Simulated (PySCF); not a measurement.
Al(OH)2(NH2), H4AlNO2, SMILES [Al]([NH2])([OH])[OH], singlet at its CAM-B3LYP/def2-SVP optimised geometry (Å):

```
8

Al    -0.2154    -0.3896     0.0000
O     -1.0279    -1.8772    -0.0001
H     -1.9686    -2.0560     0.0015
O      1.4780    -0.3896     0.0000
H      2.0297    -1.1736    -0.0020
N     -1.0298     1.1716     0.0000
H     -0.5342     2.0560    -0.0005
H     -2.0297     1.3320     0.0008
```

Method: CAM-B3LYP/def2-TZVP (PySCF).

Map of the electrostatic potential (hartree/e), clipped to [-0.08, 0.12] on the plane z = 1.2 Å:

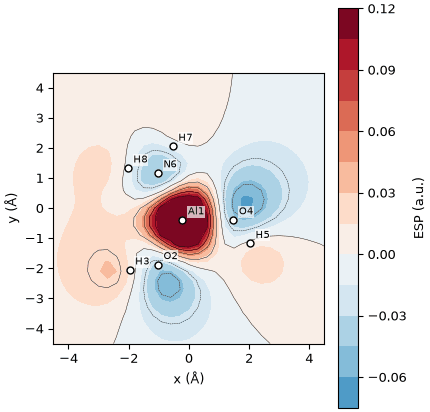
Electrostatic potential (hartree/e), clipped to [-0.08, 0.12] on the plane z = 1.2 Å.
